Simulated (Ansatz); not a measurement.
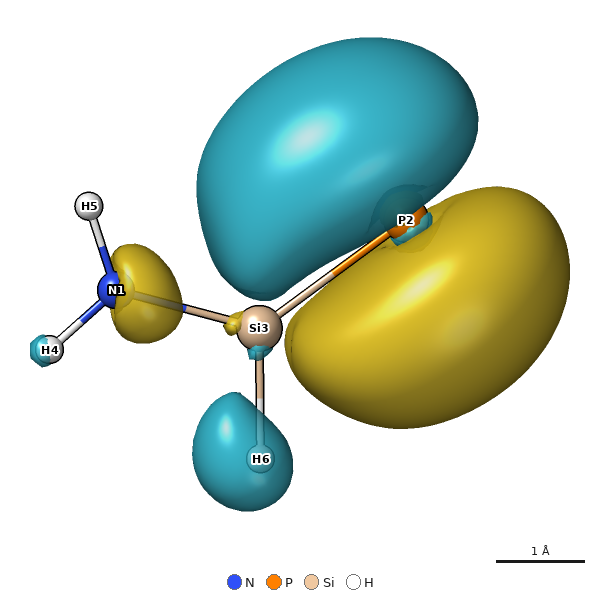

H$_{3}$NPSi (SMILES N[SiH]=[P]) (doublet). The LUMO (β) at ±0.08 Å⁻³ᐟ² (yellow and cyan are the two phases), seen across its widest extent.

Geometry: PBE-D3(BJ)/def2-SVP.

Level of theory: isolated molecule in a Gaussian basis; Kohn-Sham density functional theory, functional PBE0 in Ansatz.

```yaml
atoms:
  - { symbol: N, position_ang: [0.2103, 1.7539, 0.9011] }
  - { symbol: P, position_ang: [-2.7522, 2.2053, 2.5840] }
  - { symbol: Si, position_ang: [-1.3579, 2.4434, 1.0425] }
  - { symbol: H, position_ang: [0.8260, 1.9276, 0.1054] }
  - { symbol: H, position_ang: [0.6164, 1.1321, 1.6016] }
  - { symbol: H, position_ang: [-1.5571, 3.2825, -0.1895] }
```

Question: What is the character of this orbital?

Answer: By Hirshfeld shares it lies mainly on P2 (about 75 %) and Si3 (about 20 %); it is symmetric in the molecular plane (an in-plane orbital: σ, lone-pair or in-plane π type). Its energy is −3.14 eV.
